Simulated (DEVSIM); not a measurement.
Structure: Si p+/n-/n+ power diode, at 300 K.

```tsv
layer (left to right)	material	thickness (μm)	Nd (cm⁻³)	Na (cm⁻³)	τn (s)	τp (s)
1	Si	0.570	-	1.1e18	1.7e-7	1.7e-7
2	Si	44.0	4e15	-	1.7e-7	1.7e-7
3	Si	1.00	1.5e18	-	1.7e-7	1.7e-7
```

Left contact: ohmic. Right contact: ohmic. Voltage is applied to the left contact. Recombination: SRH at mid-gap, radiative, Auger. Mobility is μmin + (μ − μmin)/(1 + (N/Nref)^α).

This is a model device: material constants are rounded textbook-type values typed into the input, and sizes, dopings and lifetimes were drawn at random. Values at 300 K.

```csv
parameter,Si
gap (eV),1.124
affinity (eV),4.05
permittivity,11.7
Nc (cm⁻³),2.86e19
Nv (cm⁻³),3.1e19
μn (cm²/Vs),1417
μp (cm²/Vs),470
"μn,min",52
"μp,min",45
"Nref,n",9.7e16
"Nref,p",2.2e17
αn,0.68
αp,0.72
B (cm³/s),4.7e-15
Cn (cm⁶/s),2.8e-31
Cp (cm⁶/s),9.9e-32
```

Simulated with DEVSIM: 1D drift-diffusion, Boltzmann statistics, complete ionisation; no tunnelling, impact ionisation, image-force lowering or self-heating.

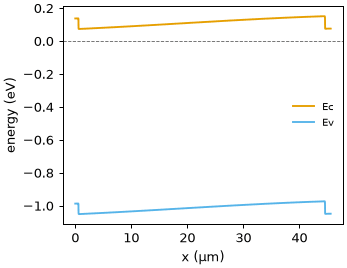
Band edges at 0.9 V on the left contact

Energies count from the Fermi level of the right contact; mesh points crowd at the junctions.

| x (μm) | Ec (eV) | Ev (eV) | n (cm⁻³) | p (cm⁻³) | field (V/cm) |
|---|---|---|---|---|---|
| 0.000 | 0.138 | -0.986 | 110 | 1.1e18 | ≈ 0 |
| 0.04573 | 0.138 | -0.986 | 6.4e14 | 1.1e18 | ≈ 0 |
| 0.1784 | 0.138 | -0.986 | 2.5e15 | 1.1e18 | ≈ 0 |
| 0.4184 | 0.138 | -0.986 | 5.8e15 | 1.1e18 | ≈ 0 |
| 0.5499 | 0.138 | -0.986 | 7.7e15 | 1.1e18 | -380 |
| 0.5852 | 0.082 | -1.042 | 7.0e16 | 1.2e17 | -8600 |
| 0.6638 | 0.074 | -1.050 | 9.5e16 | 9.1e16 | 14 |
| 1.058 | 0.075 | -1.049 | 9.4e16 | 9.0e16 | 16 |
| 2.148 | 0.076 | -1.048 | 9.1e16 | 8.7e16 | 17 |
| 5.364 | 0.082 | -1.042 | 8.3e16 | 7.9e16 | 18 |
| 15.03 | 0.100 | -1.024 | 6.7e16 | 6.3e16 | 20 |
| 36.97 | 0.141 | -0.983 | 6.7e16 | 6.3e16 | 15 |
| 42.06 | 0.149 | -0.975 | 7.5e16 | 7.1e16 | 13 |
| 43.75 | 0.151 | -0.973 | 7.8e16 | 7.4e16 | 12 |
| 44.41 | 0.151 | -0.973 | 7.9e16 | 7.5e16 | 11 |
| 44.53 | 0.150 | -0.974 | 8.3e16 | 7.2e16 | -1200 |
| 44.57 | 0.085 | -1.039 | 1.0e18 | 5.8e15 | -27000 |
| 44.63 | 0.076 | -1.048 | 1.5e18 | 3.8e15 | ≈ 0 |
| 44.88 | 0.076 | -1.048 | 1.5e18 | 2.7e15 | ≈ 0 |
| 45.30 | 0.076 | -1.048 | 1.5e18 | 1.1e15 | ≈ 0 |
| 45.50 | 0.076 | -1.048 | 1.5e18 | 3.0e14 | ≈ 0 |
| 45.57 | 0.076 | -1.048 | 1.5e18 | < 1e2 | ≈ 0 |
